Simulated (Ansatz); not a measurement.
# A hypothetical structure for CdCu2Si2, part 2 of 2

This structure for CdCu2Si2 is made up. Its elements were placed in a known structure type with a cell scaled to their sizes. What cell does the guess relax to, and how far off was it?

Ansatz 0.2.0; DFT, PBEsol, plane-wave PAW, default files, scalar-relativistic, ferromagnetic start, cell and ions relaxed at zero pressure (the session's first sound run).

So far: The structure; Relaxation of the guess. The relaxed cell has a = 3.894, c = 10.068 Å (conventional setting).

## 3. Bands of the relaxed cell

With the geometry fixed, one more self-consistent run, with a narrower smearing and the mesh shown in its input, gives the bands, and its pressure, and its forces where symmetry allows any, show how far the geometry depends on these settings.

This step: DFT, PBEsol, plane-wave PAW, default files, scalar-relativistic, no spin, bands and density of states at the relaxed cell (Ansatz 0.2.0).

input.yaml reads:

```yaml
crystal:
  lattice:
    - [-1.9467713004, 1.9467713004, 5.0337737673]
    - [1.9467713004, -1.9467713004, 5.0337737673]
    - [1.9467713004, 1.9467713004, -5.0337737673]
  atoms:
    - { symbol: Cd, position: [0.0, 0.0, 0.0] }
    - { symbol: Cu, position: [0.25, 0.75, 0.5] }
    - { symbol: Cu, position: [0.75, 0.25, 0.5] }
    - { symbol: Si, position: [0.6147253241, 0.6147253241, 0.0] }
    - { symbol: Si, position: [0.3852746759, 0.3852746759, 0.0] }
kpoints:
  mp_grid: { grid: [12, 12, 12] }
  band_path:
    path:
      - [[0.0, 0.0, 0.0], [-0.5, 0.5, 0.0], [-0.5, 0.5, -0.07478465], [-0.28739233, 0.28739233, -0.28739233], [0.0, 0.0, 0.0], [0.5, 0.5, -0.5], [0.28739233, 0.71260767, -0.71260767], [0.0, 0.5, -0.5], [-0.25, 0.75, -0.25], [0.07478465, 0.92521535, -0.5], [0.5, 0.5, -0.5]]
      - [[-0.5, 0.5, 0.0], [-0.25, 0.75, -0.25]]
    npoints: 7
scf:
  occupations: { method: fermi_dirac, width: 0.03 }
  n_extra_bands: 9
hamiltonian:
  xc: pbesol
  pseudopotentials: { kind: paw }
output:
  forces: true
  stress: true
  write_bands: true
  dos: { projected: true }
  write_density: true
  write_potential: true
  elf: true
  volumetric_format: npy
```

Started as:

```console
> ansatz run input.yaml --threads 4 --pin off --max-ram 8192MiB --backend cpu --events-out ev --progress --plain --runs-dir out
```

Numbers of over 12 decimals in the logs are rounded to 6 here.

What it wrote:

```text
[...]
Crystal: 5 atoms, lattice volume = 76.310 Å³
Basis set: ecut = 420 eV, 1509 PW (Γ), exchange–correlation on 80×80×80 points (8 copies of the dense FFT grid, shifted against one another)
Bands: 42, of which v1, the nominal top of the filled ones, is band 33 counted from 1 (32 counted from 0)
Symmetry: 16 space group operations
[...]
k-points: 163 of 1728
[...]
SCF iter   1: F=—  HF=-22604.019086 eV  |F-HF|=—  |Δ(HF+E_count)|=         —  Δρ=1.30e-2  dr2=7.17e-2  ethr=1.77e-3  ⟨swp⟩=6.1  Hψ=27298  notcnv=0  defer=19
[...]
SCF iter   8: F=-22604.002650 eV  HF=-22604.002650 eV  |F-HF|=9.86e-9  |Δ(HF+E_count)|=   3.22e-8  Δρ=3.85e-6  dr2=1.39e-8  ethr=1.52e-10  ⟨swp⟩=7.0  Hψ=36492  notcnv=0
SCF 1 converged in 8 iterations: F = -22604.002650 eV  dr2 = 1.39e-8
[...]
NSCF: frozen V_eff on 79 k-points
SCF converged after 8 iterations
Free energy (F): -22604.002650 eV
[...]
Internal energy: -22603.997599 eV  (E = F + TS)
E sigma→0 (E₀):  -22604.000124 eV
Entropy (-TS):   -0.005050 eV (-1.010 meV/atom)
Fermi energy:    13.105412 eV
[...]
--- Forces (eV/Å), atoms counted from 1 ---
  atom   1  Cd     0.00000000     0.00000000     0.00000000
  atom   2  Cu     0.00000000    -0.00000000     0.00000000
  atom   3  Cu     0.00000000     0.00000000     0.00000000
  atom   4  Si     0.00000000    -0.00000000     0.01053269
  atom   5  Si     0.00000000    -0.00000000    -0.01053269
  max |Σ_I F_I| component: 1.56e-17 eV/Å
--- Stress (GPa, compression-positive) ---
       -0.322259       0.000000       0.000000
        0.000000      -0.322259      -0.000000
       -0.000000       0.000000       0.710558
  P = ⅓ Tr σ = 0.0220 GPa (0.220 kbar)
--- Band table (eV; the first three rows and the last of 163) ---
  k-point 0: bands = [... 29 lower, 10.5004, 12.6414, 12.6414, 13.2552, 13.2552, 13.4632, 16.1255, 16.1275, ... 5 higher]
  k-point 1: bands = [... 29 lower, 10.3467, 12.2047, 12.3305, 12.3620, 12.8009, 14.8082, 16.7371, 16.8396, ... 5 higher]
  k-point 2: bands = [... 29 lower, 9.9901, 11.3905, 11.8679, 11.9083, 11.9285, 16.1272, 17.4958, 17.9128, ... 5 higher]
  k-point 162: bands = [... 29 lower, 11.0447, 11.0447, 12.6457, 13.9113, 15.4405, 16.0389, 16.8703, 16.8703, ... 5 higher]
```

Run time: 17 s. Hardware: 4 threads of Arm Neoverse V1, shared host; peak memory 0.68 GiB.

The column dr2 measures how far the density is from self-consistency, as an energy; F and HF (Harris–Foulkes) agree once it is small.

This step gave:

- free energy: -22604.0026 eV
- energy at zero smearing: -22604.0001 eV
- smearing term TS: 0.005050 eV
- Fermi energy: 13.11 eV
- pressure: 0.02201 GPa

From bands.tsv, the bands that come nearest the Fermi level along the path, at its corners, in eV from the Fermi level:

```
point  band 30  band 31  band 32  band 33  band 34  band 35  band 36  band 37
    Γ    -2.60    -0.46    -0.46     0.15     0.15     0.36     3.02     3.02
    X    -3.26    -3.26    -2.31    -1.64    -0.28    -0.12     1.63     1.94
    Y    -3.26    -2.56    -2.30    -1.30    -0.04     0.02     1.79     2.02
    S    -3.41    -1.68    -0.94     0.20     2.34     2.51     3.24     4.17
    Γ    -2.60    -0.46    -0.46     0.15     0.15     0.36     3.02     3.02
    Z    -2.06    -2.06    -0.46     0.81     2.34     2.93     3.76     3.76
   S1    -3.41    -1.68    -0.94     0.20     2.34     2.51     3.24     4.17
    N    -3.40    -2.61    -0.14     0.77     1.80     1.81     2.65     4.14
    P    -3.25    -2.66    -2.66    -1.27    -1.27    -0.87     3.51     3.58
   Y1    -3.26    -2.56    -2.30    -1.30    -0.04     0.02     1.79     2.02
    Z    -2.06    -2.06    -0.46     0.81     2.34     2.93     3.76     3.76
    X    -3.26    -3.26    -2.31    -1.64    -0.28    -0.12     1.63     1.94
    P    -3.25    -2.66    -2.66    -1.27    -1.27    -0.87     3.51     3.58
```

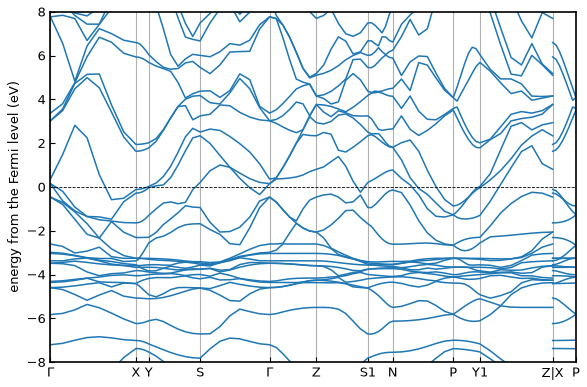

Bands along the path. 17 bands lie wholly below the window drawn.

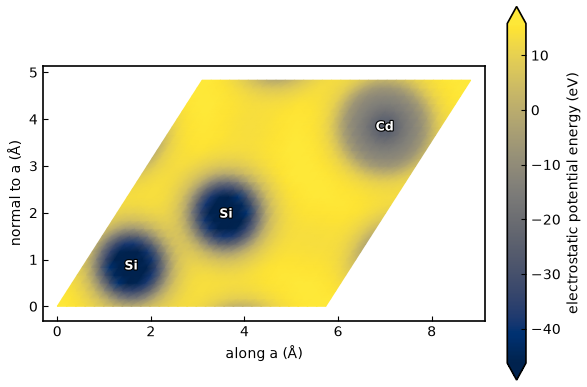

Electrostatic potential energy in the ab plane of the cell as run, not the conventional one, at fractional z = 0.000, with atoms of Cd and Si within 0.2 Å of it. With pseudopotentials it is smooth inside the atoms' cores, unlike the true potential. The map starts off the cell's origin, so that atoms lie inside it.

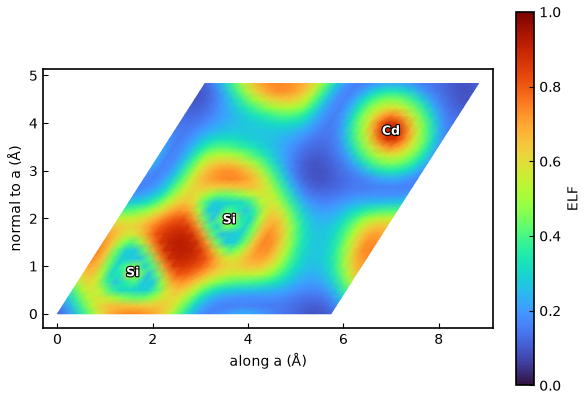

ELF in the ab plane of the cell as run, not the conventional one, at fractional z = 0.000, with atoms of Cd and Si within 0.2 Å of it. It is the smooth field of the valence electrons, not physical close to the nuclei. The map starts off the cell's origin, so that atoms lie inside it.

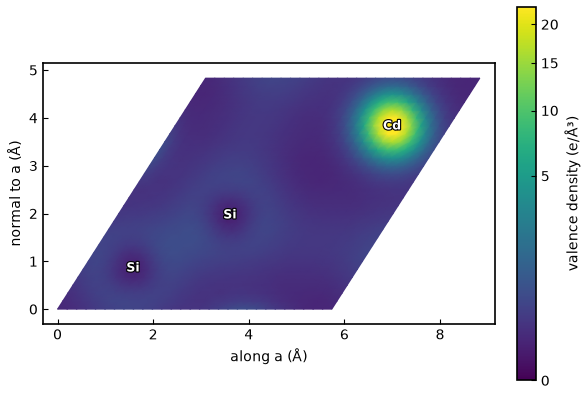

Valence density in the ab plane of the cell as run, not the conventional one, at fractional z = 0.000, with atoms of Cd and Si within 0.2 Å of it. It is the smooth field of the valence electrons, not physical close to the nuclei. The map starts off the cell's origin, so that atoms lie inside it. The colour scale is stretched toward low values.

## 4. Results

```yaml
space_group_relaxed: I4/mmm
conventional_cell: a = 3.894, b = 3.894, c = 10.068 Å; α = 90.0°, β = 90.0°, γ = 90.0°
volume_per_atom: 15.26 Å³ (guess 14.47)
total_moment: 0.00 μB in the cell of 5 atoms
```

In words: CdCu2Si2 relaxes to I4/mmm with a = 3.894, b = 3.894 and c = 10.068 Å. The guessed volume was 5 % too small. The space group I4/mmm was held in the relaxation, so the end point is a stationary structure within it and may be a saddle against distortions or other arrangements. The moments died out from this one start and weren't seeded again at the relaxed cell. Bands cross the Fermi level, so it is a metal or semimetal at this level. On the 12×12×12 mesh with the narrower smearing (relaxed on 9×9×9) the largest force component is 0.011 eV/Å and the largest stress component is 0.711 GPa, against the relaxation's thresholds of 0.015 eV/Å and 0.05 GPa. The cutoff wasn't tested. No dispersion term is used, so weakly bound directions may come out too long. Nothing here tests whether the compound is stable against decomposition.

[Logs are printed without paths, hosts, clocks, repeated set-up lines and the standing remarks that a program may print on its own settings, such as how far it seeks lower states.]

[Hosts, paths, dates, database ids (printed as entryN), source tags and the programs' standing remarks are cut or masked in the printed files.]
